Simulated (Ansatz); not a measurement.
C₂H₇ClGe: geometry relaxation (part 2 of 2)

The same run, continued: C₂H₇ClGe, SMILES C[CH](Cl)[GeH3]; RKS PBE/def2-mTZVP (Ansatz 0.2.0). It belongs to a series of runs on one base structure; here: end point B relaxed.

Geometry of the input (Å):
```
C  -0.5850  1.2116  0.1735
C  0.5396  0.3856  -0.2654
Cl 0.0154  -0.6266  -1.5953
Ge 2.0124  1.4489  -0.8851
H  -1.5166  1.0279  -0.4894
H  -0.3741  2.3453  0.0396
H  -0.8644  1.0679  1.2293
H  0.8910  -0.3078  0.5543
H  3.1480  0.6354  -1.3719
H  2.4660  2.4104  0.3035
H  1.5114  2.4358  -2.0345
```

**Trajectory as extended XYZ, continued**
```
11
Properties=species:S:1:pos:R:3:forces:R:3 step=5 energy=-71212.52741
C    -0.6722    1.2561    0.1922    0.0402  -0.0382   0.0187
C     0.5213    0.4187   -0.2885    0.0221   0.0758   0.0360
Cl    0.0479   -0.6908   -1.6782    0.0030  -0.0138  -0.0692
Ge    2.0769    1.5099   -0.8955    0.0006  -0.0450   0.0014
H    -1.5844    0.9750   -0.3417   -0.1119  -0.0450  -0.0389
H    -0.5346    2.3351    0.0412    0.0397   0.0594  -0.0483
H    -0.8566    1.0937    1.2618    0.0193   0.0034   0.0743
H     0.8549   -0.2727    0.4934    0.0038  -0.0156   0.0103
H     3.2342    0.5964   -1.3641   -0.0095   0.0025   0.0099
H     2.5516    2.3921    0.2909    0.0009   0.0105   0.0137
H     1.6048    2.4208   -2.0529   -0.0083   0.0060  -0.0079
11
Properties=species:S:1:pos:R:3:forces:R:3 step=6 energy=-71212.53447
C    -0.6773    1.2566    0.1937    0.0336  -0.0380  -0.0303
C     0.5189    0.4229   -0.2924   -0.0474  -0.0063  -0.0224
Cl    0.0501   -0.6705   -1.7078    0.0219   0.0600   0.0303
Ge    2.0798    1.5072   -0.8888   -0.0112   0.0434   0.0244
H    -1.6044    0.9366   -0.3038    0.0452   0.0144   0.0766
H    -0.5530    2.3331   -0.0059   -0.0415  -0.0579  -0.0191
H    -0.8189    1.1289    1.2782    0.0202   0.0443  -0.0467
H     0.8515   -0.2802    0.4799   -0.0374  -0.0301   0.0004
H     3.2334    0.5889   -1.3496    0.0134  -0.0117  -0.0038
H     2.5529    2.3893    0.3017   -0.0069  -0.0109  -0.0146
H     1.6109    2.4216   -2.0466    0.0102  -0.0072   0.0053
11
Properties=species:S:1:pos:R:3:forces:R:3 step=7 energy=-71212.53469
C    -0.6872    1.2555    0.1935   -0.2407   0.0735   0.0682
C     0.5105    0.4298   -0.3086   -0.2008  -0.1499  -0.0864
Cl    0.0461   -0.5998   -1.7930    0.0563   0.1908   0.2072
Ge    2.0916    1.5026   -0.8626   -0.0325   0.1463   0.0603
H    -1.6584    0.8089   -0.1643    0.7212   0.3666   0.3724
H    -0.6297    2.3158   -0.1696   -0.2162  -0.6324   0.2381
H    -0.6902    1.2576    1.3196   -0.0315   0.1094  -0.7812
H     0.8261   -0.3142    0.4344   -0.1064  -0.0233  -0.0357
H     3.2399    0.5735   -1.3096    0.0280  -0.0205  -0.0131
H     2.5581    2.3784    0.3392   -0.0167  -0.0440  -0.0478
H     1.6367    2.4261   -2.0204    0.0393  -0.0165   0.0179
11
Properties=species:S:1:pos:R:3:forces:R:3 step=8 energy=-71212.62453
C    -0.6833    1.2390    0.1887   -0.1414   0.1349   0.0955
C     0.4995    0.4224   -0.3234   -0.0741   0.0388  -0.0287
Cl    0.0362   -0.4888   -1.8626   -0.0071   0.0052   0.0312
Ge    2.0977    1.5047   -0.8264    0.0404   0.0292  -0.0138
H    -1.6463    0.7228    0.0158    0.2293   0.0064   0.0912
H    -0.7565    2.2310   -0.2952    0.0029  -0.2033   0.0204
H    -0.5869    1.4063    1.2801    0.0554  -0.0042  -0.2233
H     0.7869   -0.3649    0.3875   -0.0871   0.0221  -0.0477
H     3.2399    0.5594   -1.2665    0.0075   0.0030   0.0157
H     2.5753    2.3821    0.3646   -0.0295  -0.0278   0.0200
H     1.6813    2.4204   -2.0042    0.0037  -0.0042   0.0394
11
Properties=species:S:1:pos:R:3:forces:R:3 step=9 energy=-71212.67081
C    -0.6809    1.2397    0.1766   -0.0906   0.0573   0.0177
C     0.4833    0.4246   -0.3518    0.1237  -0.0056  -0.0434
Cl    0.0012   -0.4633   -1.8970    0.0016   0.0402   0.0414
Ge    2.1048    1.5025   -0.8067   -0.0560  -0.0210  -0.0047
H    -1.6094    0.6456    0.1826    0.0646   0.0398   0.0497
H    -0.8603    2.1444   -0.4251   -0.0358  -0.0719  -0.0001
H    -0.4743    1.5577    1.2137    0.0188  -0.0041  -0.0830
H     0.7545   -0.3738    0.3507   -0.0244  -0.0242  -0.0129
H     3.2487    0.5659   -1.2585    0.0014  -0.0084   0.0046
H     2.5639    2.3266    0.4274   -0.0157  -0.0133   0.0200
H     1.7122    2.4645   -1.9533    0.0125   0.0113   0.0106
11
Properties=species:S:1:pos:R:3:forces:R:3 step=10 energy=-71212.66968 accepted=F
C    -0.6646    1.2413    0.1559   -0.0673   0.0365   0.2559
C     0.5046    0.4161   -0.3629   -0.4854   0.0776  -0.1628
Cl   -0.0266   -0.4221   -1.9132    0.0299  -0.1450  -0.1467
Ge    2.1032    1.5045   -0.8083    0.1102  -0.0678   0.2029
H    -1.5531    0.6104    0.3398    0.1387   0.0661  -0.0373
H    -0.9663    2.0509   -0.5327    0.1453  -0.1780   0.0400
H    -0.3799    1.7054    1.1174   -0.0537  -0.0029  -0.0497
H     0.7369   -0.4100    0.3260    0.0972   0.1575  -0.0220
H     3.2469    0.5589   -1.2464    0.0057   0.0743  -0.0583
H     2.5149    2.2517    0.4913    0.0580   0.0439  -0.0396
H     1.7279    2.5272   -1.9084    0.0213  -0.0624   0.0175
11
Properties=species:S:1:pos:R:3:forces:R:3 step=11 energy=-71212.68345
C    -0.6798    1.2399    0.1695   -0.0398   0.0221   0.0046
C     0.4823    0.4231   -0.3639    0.0174   0.0022  -0.0279
Cl   -0.0082   -0.4527   -1.9117    0.0011   0.0255   0.0329
Ge    2.1048    1.5007   -0.7984   -0.0171  -0.0072  -0.0043
H    -1.5883    0.6256    0.2684    0.0382   0.0086   0.0153
H    -0.9173    2.0936   -0.4827   -0.0075  -0.0405   0.0020
H    -0.4276    1.6337    1.1685    0.0088   0.0054  -0.0368
H     0.7469   -0.3809    0.3350   -0.0033  -0.0116  -0.0051
H     3.2475    0.5678   -1.2610    0.0003  -0.0046   0.0017
H     2.5554    2.2922    0.4602   -0.0055  -0.0081   0.0108
H     1.7279    2.4914   -1.9252    0.0073   0.0080   0.0067
11
Properties=species:S:1:pos:R:3:forces:R:3 step=12 energy=-71212.68706
C    -0.6805    1.2397    0.1594    0.0138   0.0418   0.0530
C     0.4847    0.4254   -0.3716   -0.0889  -0.0013   0.0016
Cl   -0.0235   -0.4396   -1.9111    0.0056  -0.0640  -0.0912
Ge    2.1060    1.4997   -0.7940    0.0500   0.0210   0.0375
H    -1.5588    0.6027    0.3425    0.0062   0.0132   0.0021
H    -0.9771    2.0368   -0.5393    0.0248  -0.0467   0.0221
H    -0.3957    1.7108    1.1147   -0.0232   0.0067  -0.0047
H     0.7463   -0.3828    0.3246    0.0119   0.0299   0.0083
H     3.2428    0.5645   -1.2687   -0.0107   0.0152  -0.0204
H     2.5589    2.2474    0.4915   -0.0019  -0.0007  -0.0096
H     1.7406    2.5299   -1.8893    0.0123  -0.0149   0.0015
11
Properties=species:S:1:pos:R:3:forces:R:3 step=13 energy=-71212.68135 accepted=F
C    -0.6837    1.2442    0.1691   -0.0753  -0.0801  -0.2506
C     0.4706    0.4291   -0.3830    0.2188  -0.0397   0.1619
Cl   -0.0064   -0.4630   -1.9239   -0.0572   0.1029   0.0967
Ge    2.1059    1.4952   -0.7859   -0.0158   0.0570  -0.0724
H    -1.5586    0.6051    0.3577   -0.0313   0.0175   0.0183
H    -0.9775    2.0222   -0.5472   -0.0914   0.0871   0.0283
H    -0.4056    1.7322    1.1170    0.0752  -0.0407  -0.0318
H     0.7495   -0.3663    0.3170   -0.0183  -0.0994   0.0412
H     3.2372    0.5688   -1.2876   -0.0069  -0.0148   0.0103
H     2.5686    2.2347    0.5002   -0.0131  -0.0161   0.0054
H     1.7437    2.5321   -1.8749    0.0153   0.0262  -0.0073
11
Properties=species:S:1:pos:R:3:forces:R:3 step=14 energy=-71212.68828
C    -0.6830    1.2405    0.1588   -0.0041  -0.0019   0.0128
C     0.4812    0.4251   -0.3722   -0.0150  -0.0078   0.0019
Cl   -0.0182   -0.4526   -1.9114    0.0040  -0.0113  -0.0197
Ge    2.1067    1.5003   -0.7917    0.0128   0.0010   0.0121
H    -1.5609    0.6045    0.3479    0.0093   0.0088   0.0013
H    -0.9813    2.0312   -0.5444    0.0061  -0.0080   0.0010
H    -0.3979    1.7186    1.1100   -0.0060   0.0036   0.0014
H     0.7467   -0.3781    0.3286    0.0009   0.0196  -0.0040
H     3.2385    0.5687   -1.2834   -0.0043   0.0022  -0.0064
H     2.5659    2.2375    0.4971   -0.0023  -0.0013  -0.0036
H     1.7461    2.5385   -1.8807   -0.0011  -0.0049   0.0032
11
Properties=species:S:1:pos:R:3:forces:R:3 step=15 energy=-71212.68843
C    -0.6837    1.2410    0.1574    0.0004  -0.0010   0.0010
C     0.4808    0.4247   -0.3716    0.0003   0.0041  -0.0043
Cl   -0.0143   -0.4569   -1.9109    0.0021  -0.0002   0.0018
Ge    2.1072    1.4998   -0.7898   -0.0029  -0.0010  -0.0017
H    -1.5606    0.6056    0.3507    0.0004   0.0006   0.0007
H    -0.9829    2.0274   -0.5497   -0.0002   0.0003  -0.0018
H    -0.3987    1.7246    1.1059   -0.0009  -0.0001   0.0001
H     0.7471   -0.3755    0.3314   -0.0007  -0.0026   0.0026
H     3.2352    0.5698   -1.2923    0.0007  -0.0004  -0.0009
H     2.5701    2.2311    0.5006    0.0015  -0.0006   0.0011
H     1.7435    2.5426   -1.8731   -0.0007   0.0008   0.0014
```

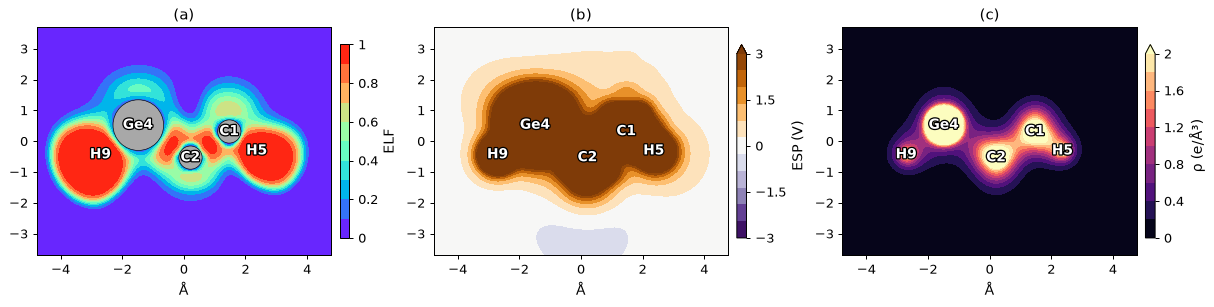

**Figure 1.** (a) ELF; (b) molecular electrostatic potential; (c) total electron density on the plane of atoms C1, C2 and Ge4. Grey discs, where drawn, cover atomic cores. The plane passes through C, Ge and H nuclei. C–Ge (1.99 Å): ρ is about 0.81 e/Å³ halfway; the ELF peaks at about 0.95 in the valence shell of C, 0.7 Å from its nucleus, and is about 0.70 at the midpoint. C–H (1.10 Å): ρ at the midpoint is about 1.9 e/Å³; the ELF climbs to about 1 towards the hydrogen, as it does in any bond to H (a covalent bond by its length).

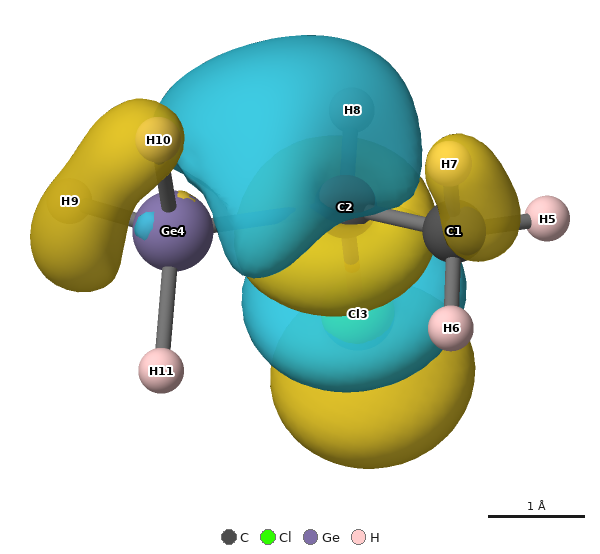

**Figure 2.** One frontier orbital at ±0.1 Å⁻³ᐟ² (yellow and cyan are the two phases), seen from the side. The LUMO, at −0.81 eV. It lies mainly on Cl3 (40 %), C2 (30 %) and Ge4 (15 %).

**Summary**

| quantity | value |
| --- | --- |
| outcome | converged |
| total energy | −71212.6885 eV |
| mean-field energy | −71212.6885 eV |
| largest force (length of the vector) at the end | 0.006 eV/Å |
| wall time | 42 s (CPU time 81 s) |
| peak memory | 0.16 GiB |
